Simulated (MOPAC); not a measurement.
# Frequency calculation of C2H7AlO2 (part 1 of 3)

System: C2H7AlO2, SMILES C[O][Al]([CH3])[OH].
Method: PM6, closed shell (MOPAC 23.2.5).

The geometry was optimised with PM6.

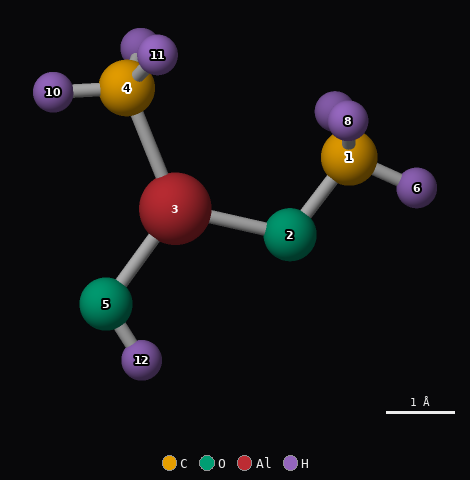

The structure as given in the input (ball-and-stick view, seen at a tilt; atoms are numbered from 1 in the order of the input). Sticks mark near contacts. Bond lengths as drawn: Al–C 1.93 Å, Al–O 1.74 to 1.75 Å, C–H 1.09 to 1.10 Å, C–O 1.43 Å and H–O 0.99 Å.

### Input file (c2h7alo2.mop)
```
PM6 THERMO(298,398,100) FORCE THREADS=1 AUX(PRECISION=6)
job C2H7AlO2

C     -1.374557 1    -0.280530 1     1.298843 1
O     -0.214639 1     0.563948 1     1.322040 1
Al     0.779775 1     0.469249 1    -0.110517 1
C      0.415778 1    -0.649565 1    -1.639413 1
O      2.173292 1     1.503227 1    -0.043250 1
H     -1.851964 1    -0.071324 1     2.268331 1
H     -2.066627 1    -0.010590 1     0.493111 1
H     -1.110683 1    -1.343207 1     1.251459 1
H     -0.528675 1    -0.353146 1    -2.098719 1
H      1.222072 1    -0.535762 1    -2.369314 1
H      0.354611 1    -1.693939 1    -1.329663 1
H      2.208515 1     2.006657 1     0.806492 1
```

Machine: 1 thread of Intel Xeon (Granite Rapids), 64 GiB of memory available, shared host.

Command:
```bash
mopac c2h7alo2.mop
```

### Output
```
MOPAC v23.2.5
PM6 CALCULATION RESULTS

 *  PM6        - The PM6 Hamiltonian to be used
 *  FORCE      - FORCE CALCULATION SPECIFIED
 *  THREADS=1  - MULTI-THREADING NOT USED
 *  AUX        - OUTPUT AUXILIARY INFORMATION
 *  THERMO     - THERMODYNAMIC QUANTITIES TO BE CALCULATED
PM6 THERMO(298,398,100) FORCE THREADS=1 AUX(PRECISION=6)
 job C2H7AlO2

   ATOM   CHEMICAL          X               Y               Z
  NUMBER   SYMBOL      (ANGSTROMS)     (ANGSTROMS)     (ANGSTROMS)

     1       C         -1.37455700  *  -0.28053000  *   1.29884300  *
     2       O         -0.21463900  *   0.56394800  *   1.32204000  *
     3      Al          0.77977500  *   0.46924900  *  -0.11051700  *
     4       C          0.41577800  *  -0.64956500  *  -1.63941300  *
     5       O          2.17329200  *   1.50322700  *  -0.04325000  *
     6       H         -1.85196400  *  -0.07132400  *   2.26833100  *
     7       H         -2.06662700  *  -0.01059000  *   0.49311100  *
     8       H         -1.11068300  *  -1.34320700  *   1.25145900  *
     9       H         -0.52867500  *  -0.35314600  *  -2.09871900  *
    10       H          1.22207200  *  -0.53576200  *  -2.36931400  *
    11       H          0.35461100  *  -1.69393900  *  -1.32966300  *
    12       H          2.20851500  *   2.00665700  *   0.80649200  *

          CARTESIAN COORDINATES

    NO.       ATOM           X           Y           Z

     1         C         -1.3746     -0.2805      1.2988
     2         O         -0.2146      0.5639      1.3220
     3        Al          0.7798      0.4692     -0.1105
     4         C          0.4158     -0.6496     -1.6394
     5         O          2.1733      1.5032     -0.0433
     6         H         -1.8520     -0.0713      2.2683
     7         H         -2.0666     -0.0106      0.4931
     8         H         -1.1107     -1.3432      1.2515
     9         H         -0.5287     -0.3531     -2.0987
    10         H          1.2221     -0.5358     -2.3693
    11         H          0.3546     -1.6939     -1.3297
    12         H          2.2085      2.0067      0.8065

           Empirical Formula: C2 H7 O2 Al  =    12 atoms

      MOLECULAR POINT GROUP   :   Cs

      RHF CALCULATION, NO. OF DOUBLY OCCUPIED LEVELS = 15

          HEAT OF FORMATION =    -149.000666 KCALS/MOLE

          CARTESIAN COORDINATE DERIVATIVES

   NUMBER  ATOM         X            Y            Z

     1       C     -0.003324     0.016205     0.008302
     2       O     -0.005891     0.004516     0.007300
     3      Al     -0.000495    -0.005873     0.001293
     4       C      0.004120     0.003359    -0.001198
     5       O     -0.004360    -0.004832    -0.000001
     6       H      0.007938     0.005849    -0.001667
     7       H      0.011702    -0.011259    -0.001549
     8       H     -0.008339    -0.006970    -0.017297
     9       H      0.002604    -0.001780    -0.000090
    10       H      0.000891     0.002496    -0.004459
    11       H     -0.002943    -0.005103     0.007592
    12       H     -0.001904     0.003393     0.001773

 DIPOLE           X         Y         Z       TOTAL
 POINT-CHG.    -2.612     0.205     0.003     2.620
 HYBRID         0.164    -0.055     0.001     0.173
 SUM           -2.447     0.150     0.004     2.452

          GRADIENT NORM =   0.03860

          MOLECULAR WEIGHT =   90.06

          ROTATIONAL CONSTANTS IN CM(-1)

          A =    0.17164744   B =    0.09874303   C =    0.06423224

           PRINCIPAL MOMENTS OF INERTIA IN UNITS OF 10**(-40)*GRAM-CM**2

          A =      163.0828   B =      283.4909   C =      435.8053

          ORIENTATION OF MOLECULE IN FORCE CALCULATION

    NO.       ATOM         X         Y         Z

     1          C      -1.8208   -1.3097   -0.0001
     2          O      -0.3859   -1.3097   -0.0001
     3         Al       0.3391    0.2792   -0.0001
     4          C      -0.6383    1.9424    0.0027
     5          O       2.0751    0.2370   -0.0022
     6          H      -2.0679   -2.3823    0.0035
     7          H      -2.2344   -0.8438    0.9015
     8          H      -2.2337   -0.8501   -0.9054
     9          H      -1.2347    2.0199    0.9133
    10          H       0.0686    2.7758   -0.0362
    11          H      -1.2974    1.9878   -0.8656
    12          H       2.4136   -0.6916   -0.0027

    FIRST DERIVATIVES WILL BE USED IN THE CALCULATION OF SECOND DERIVATIVES

          ESTIMATED TIME TO COMPLETE CALCULATION =        0.00 SECONDS

    FOR POINT-GROUP Cs   THERE ARE   2 UNIQUE SYMMETRY FUNCTIONS.

 STEP:   1 TIME =     0.00 SECS, INTEGRAL =      0.00 TIME LEFT: 172800.00
 STEP:   2 TIME =     0.00 SECS, INTEGRAL =      0.00 TIME LEFT: 172800.00
 STEP:   3 TIME =     0.00 SECS, INTEGRAL =      0.00 TIME LEFT: 172800.00
 STEP:   4 TIME =     0.00 SECS, INTEGRAL =      0.01 TIME LEFT: 172799.99
 STEP:   5 TIME =     0.00 SECS, INTEGRAL =      0.01 TIME LEFT: 172799.99
 STEP:   6 TIME =     0.00 SECS, INTEGRAL =      0.02 TIME LEFT: 172799.98
 STEP:   7 TIME =     0.00 SECS, INTEGRAL =      0.02 TIME LEFT: 172799.98
 STEP:   8 TIME =     0.00 SECS, INTEGRAL =      0.02 TIME LEFT: 172799.98
 STEP:   9 TIME =     0.00 SECS, INTEGRAL =      0.03 TIME LEFT: 172799.97
 STEP:  10 TIME =     0.00 SECS, INTEGRAL =      0.03 TIME LEFT: 172799.97
 STEP:  11 TIME =     0.00 SECS, INTEGRAL =      0.04 TIME LEFT: 172799.96
 STEP:  12 TIME =     0.00 SECS, INTEGRAL =      0.04 TIME LEFT: 172799.96
 STEP:  13 TIME =     0.00 SECS, INTEGRAL =      0.04 TIME LEFT: 172799.96
 STEP:  14 TIME =     0.00 SECS, INTEGRAL =      0.05 TIME LEFT: 172799.95
 STEP:  15 TIME =     0.00 SECS, INTEGRAL =      0.05 TIME LEFT: 172799.95
 STEP:  16 TIME =     0.00 SECS, INTEGRAL =      0.05 TIME LEFT: 172799.95
 STEP:  17 TIME =     0.00 SECS, INTEGRAL =      0.05 TIME LEFT: 172799.95
 STEP:  18 TIME =     0.00 SECS, INTEGRAL =      0.06 TIME LEFT: 172799.94
 STEP:  19 TIME =     0.00 SECS, INTEGRAL =      0.06 TIME LEFT: 172799.94
 STEP:  20 TIME =     0.00 SECS, INTEGRAL =      0.06 TIME LEFT: 172799.94
 STEP:  21 TIME =     0.00 SECS, INTEGRAL =      0.06 TIME LEFT: 172799.94
 STEP:  22                       INTEGRAL =      0.06 TIME LEFT: 172799.94
 STEP:  23                       INTEGRAL =      0.06 TIME LEFT: 172799.94
 STEP:  24                       INTEGRAL =      0.06 TIME LEFT: 172799.94
 STEP:  25 TIME =     0.00 SECS, INTEGRAL =      0.07 TIME LEFT: 172799.93
 STEP:  26 TIME =     0.00 SECS, INTEGRAL =      0.07 TIME LEFT: 172799.93
 STEP:  27 TIME =     0.00 SECS, INTEGRAL =      0.07 TIME LEFT: 172799.93
 STEP:  28 TIME =     0.00 SECS, INTEGRAL =      0.08 TIME LEFT: 172799.92
 STEP:  29 TIME =     0.00 SECS, INTEGRAL =      0.08 TIME LEFT: 172799.92
 STEP:  30 TIME =     0.00 SECS, INTEGRAL =      0.09 TIME LEFT: 172799.91
 STEP:  31                       INTEGRAL =      0.09 TIME LEFT: 172799.91
 STEP:  32                       INTEGRAL =      0.09 TIME LEFT: 172799.91
 STEP:  33                       INTEGRAL =      0.09 TIME LEFT: 172799.91
 STEP:  34 TIME =     0.00 SECS, INTEGRAL =      0.09 TIME LEFT: 172799.91
 STEP:  35 TIME =     0.00 SECS, INTEGRAL =      0.09 TIME LEFT: 172799.91
 STEP:  36 TIME =     0.00 SECS, INTEGRAL =      0.10 TIME LEFT: 172799.90

(To convert to Hartree/Bohr^2, multiply by (10^(-21) x N x a0^2)/(4.184 x 627.51) =  0.0642)

           FORCE MATRIX IN MILLIDYNES/ANGSTROM

                  C  1       O  2      Al  3       C  4       O  5       H  6
 ------------------------------------------------------------------------------
     C    1  11.076736
     O    2   4.122643   8.711614
    Al    3   0.786660   4.552062  11.366458
     C    4   0.053341   0.359158   3.558690  10.723917
     O    5   0.121212   0.492862   4.640511   0.341476   6.924030
     H    6   3.400709   0.847779   0.073502   0.010778   0.027739   4.206578
     H    7   3.402541   0.700062   0.145770   0.018141   0.012301   0.441278
     H    8   3.401793   0.699253   0.145128   0.017843   0.012289   0.441391
     H    9   0.007737   0.043310   0.554932   3.583896   0.035531   0.002420
     H   10   0.004924   0.051154   0.554993   3.585272   0.040132   0.000961
     H   11   0.007808   0.043738   0.553053   3.585126   0.036810   0.002565
     H   12   0.021578   0.074297   0.942552   0.067382   3.168297   0.004286

                  H  7       H  8       H  9       H 10       H 11       H 12
 ------------------------------------------------------------------------------
     H    7   4.167889
     H    8   0.442657   4.167889
     H    9   0.005404   0.003742   4.279496
     H   10   0.001022   0.001022   0.444784   4.277603
     H   11   0.003954   0.005364   0.450499   0.444784   4.279496
     H   12   0.003018   0.003010   0.010957   0.004435   0.011360   3.751611

          HEAT OF FORMATION =    -149.000666 KCALS/MOLE

          ZERO POINT ENERGY      53.598 KCAL/MOL

           NORMAL COORDINATE ANALYSIS (Total motion = 1 Angstrom)

   Root No.       1         2         3         4         5         6         7         8

                 1 A"      2 A"      1 A'      2 A'      3 A"      4 A"      3 A'      5 A"

                  66.0     123.9     143.2     190.9     241.1     292.8     359.2     386.3

           1   -0.0000    0.0001   -0.0182   -0.0326   -0.0000    0.0000    0.0657   -0.0000
           2    0.0000   -0.0001    0.0786   -0.0157    0.0000    0.0000    0.0789    0.0000
           3   -0.0517    0.0493    0.0001    0.0000   -0.0088    0.0111    0.0000   -0.0005
           4    0.0001   -0.0001   -0.0147   -0.0293   -0.0001   -0.0000    0.0734   -0.0000
           5   -0.0001    0.0001   -0.0074   -0.0376    0.0000    0.0000   -0.0647    0.0000
           6    0.0557   -0.0693    0.0000   -0.0000   -0.0418   -0.0275   -0.0002   -0.0275
           7    0.0000   -0.0000    0.0284   -0.0141    0.0001    0.0001   -0.0487    0.0000
           8   -0.0000    0.0000   -0.0254   -0.0474   -0.0001   -0.0000   -0.0141   -0.0000
           9    0.0091   -0.0219   -0.0001   -0.0001    0.0620    0.0457    0.0000    0.0261
          10    0.0000    0.0000   -0.0479    0.0855    0.0001   -0.0000    0.0035    0.0000
          11   -0.0000    0.0000   -0.0678    0.0125    0.0001    0.0000    0.0167   -0.0000
          12    0.0232    0.0092   -0.0001    0.0000   -0.0254   -0.0262    0.0001    0.0046
          13   -0.0000    0.0000    0.0285   -0.0081   -0.0000   -0.0000   -0.0537   -0.0001
          14    0.0000   -0.0000    0.0347    0.1070    0.0000   -0.0000   -0.0103    0.0001
          15   -0.0384    0.0425    0.0000    0.0001   -0.0196   -0.0274    0.0000   -0.0703
          16    0.0002    0.0003   -0.0832   -0.0456    0.0000   -0.0000   -0.0664    0.0000
          17   -0.0002   -0.0003    0.0941   -0.0128   -0.0000    0.0000    0.1116   -0.0000
          18    0.1431    0.2992    0.0003   -0.0001    0.0365    0.0237    0.0002    0.0091
          19   -0.0838    0.0419    0.0090   -0.0256    0.0071    0.0163    0.1094    0.0105
          20    0.1825    0.1953    0.1033   -0.0106    0.0346    0.0054    0.1202    0.0063
          21   -0.1840   -0.0329   -0.0000    0.0005   -0.0239    0.0154    0.0016    0.0005
          22    0.0834   -0.0420    0.0091   -0.0256   -0.0072   -0.0163    0.1094   -0.0105
          23   -0.1821   -0.1954    0.1031   -0.0105   -0.0346   -0.0053    0.1202   -0.0063
          24   -0.1845   -0.0333    0.0001   -0.0003   -0.0240    0.0154   -0.0015    0.0005
          25   -0.0120   -0.0017   -0.0494    0.0900    0.1161   -0.1903    0.0089   -0.0124
          26   -0.0166   -0.0186   -0.1006    0.0663    0.1371   -0.0580    0.0544    0.0083
          27    0.0164    0.0097    0.0028   -0.0035    0.0426   -0.1565   -0.0006   -0.0056
          28    0.0001    0.0000   -0.0924    0.1573   -0.0001    0.0002    0.0510    0.0000
          29   -0.0001   -0.0000   -0.0311   -0.0461    0.0003   -0.0002   -0.0207   -0.0000
          30    0.0466    0.0285   -0.0001    0.0001   -0.2502    0.1869   -0.0001    0.0029
          31    0.0121    0.0017   -0.0496    0.0902   -0.1159    0.1899    0.0088    0.0124
          32    0.0166    0.0186   -0.1007    0.0666   -0.1371    0.0583    0.0544   -0.0083
          33    0.0164    0.0097   -0.0029    0.0035    0.0425   -0.1567    0.0008   -0.0057
          34   -0.0000    0.0000    0.0661    0.0999   -0.0001   -0.0001   -0.0557    0.0008
          35    0.0000   -0.0000    0.0489    0.1526    0.0001    0.0001   -0.0110   -0.0008
          36   -0.0350    0.0330    0.0000    0.0000   -0.1011   -0.0993    0.0000    0.8026

   Root No.       9        10        11        12        13        14        15        16

                 4 A'      5 A'      6 A"      6 A'      7 A'      7 A"      8 A'      9 A'

                 762.0     895.2     929.3     948.9    1011.1    1096.6    1118.0    1132.5

           1    0.0393    0.0128   -0.0001   -0.0220    0.0191   -0.0001    0.0494    0.1265
           2    0.0214    0.0144    0.0002   -0.0185   -0.0047    0.0001   -0.0306   -0.0106
           3   -0.0000   -0.0000   -0.0008    0.0000   -0.0001   -0.0753   -0.0001   -0.0001
           4    0.0087    0.0047   -0.0001   -0.0001   -0.0203    0.0000   -0.0378   -0.1037
           5    0.1002    0.0358    0.0000   -0.0285    0.0065   -0.0000    0.0108    0.0022
           6    0.0001   -0.0001    0.0044   -0.0002   -0.0001    0.0268    0.0000    0.0001
           7   -0.0105   -0.0261    0.0000    0.0155    0.1134    0.0000   -0.0069   -0.0055
           8   -0.0135   -0.0300   -0.0000    0.0484   -0.0492    0.0000    0.0168   -0.0133
           9   -0.0000    0.0000   -0.0218    0.0000   -0.0001    0.0025    0.0000   -0.0000
          10    0.0519   -0.0515    0.0003   -0.0096   -0.0757   -0.0000   -0.0011    0.0033
          11   -0.0991    0.0047    0.0000   -0.0609    0.0703   -0.0000   -0.0081    0.0061
          12   -0.0001    0.0004    0.0683    0.0002    0.0004   -0.0005    0.0000    0.0000
          13   -0.0777    0.0527    0.0000   -0.0049   -0.1289   -0.0000   -0.0113    0.0311
          14    0.0038   -0.0084   -0.0002    0.0084    0.0008    0.0000   -0.0279    0.0299
          15    0.0001   -0.0002    0.0027   -0.0001    0.0001   -0.0003   -0.0001   -0.0000
          16    0.1791    0.1083   -0.0002   -0.1204    0.0316    0.0002   -0.1791   -0.0680
          17   -0.0182   -0.0132    0.0002    0.0130   -0.0096   -0.0002    0.0318    0.0234
          18   -0.0002   -0.0003   -0.0014    0.0000   -0.0002    0.1889    0.0002    0.0001
          19   -0.0173   -0.0211    0.0025    0.0194    0.0147    0.3310    0.0938    0.0974
          20   -0.0303   -0.0194    0.0003    0.0269    0.0083   -0.0041    0.0569    0.0191
          21    0.0011    0.0011    0.0012   -0.0041   -0.0066    0.1111   -0.0101   -0.0057
          22   -0.0173   -0.0212   -0.0026    0.0192    0.0146   -0.3308    0.0938    0.0974
          23   -0.0302   -0.0191    0.0001    0.0271    0.0084    0.0038    0.0569    0.0191
          24   -0.0011   -0.0010    0.0012    0.0043    0.0066    0.1118    0.0102    0.0057
          25    0.0522   -0.0227   -0.1842    0.0148   -0.0527    0.0012    0.0010   -0.0076
          26   -0.0903    0.1681    0.3276    0.0914    0.2160   -0.0026   -0.0047   -0.0024
          27    0.0054   -0.0059   -0.1215    0.0005   -0.0217    0.0008    0.0028   -0.0062
          28    0.0830    0.1589    0.0002    0.2179    0.0561   -0.0000    0.0311   -0.0216
          29   -0.1179   -0.1560    0.0001   -0.2231   -0.0393   -0.0000   -0.0311    0.0232
          30   -0.0002   -0.0000   -0.0983   -0.0002    0.0001    0.0005   -0.0000    0.0000
          31    0.0522   -0.0229    0.1843    0.0146   -0.0527   -0.0012    0.0010   -0.0076
          32   -0.0903    0.1683   -0.3271    0.0915    0.2162    0.0026   -0.0047   -0.0024
          33   -0.0056    0.0071   -0.1225    0.0004    0.0228    0.0008   -0.0026    0.0063
          34   -0.0426    0.0700   -0.0000   -0.1224   -0.0055    0.0000    0.3461   -0.3374
          35    0.0151    0.0126   -0.0002   -0.0578    0.0176    0.0000    0.1776   -0.1793
          36    0.0000   -0.0003    0.0066   -0.0002   -0.0002    0.0008   -0.0002    0.0001

   Root No.      17        18        19        20        21        22        23        24

                10 A'     11 A'      8 A"      9 A"     12 A'     13 A'     14 A'     15 A'

                1167.6    1260.4    1266.0    1270.8    1285.9    1312.1    1364.3    2550.0
```
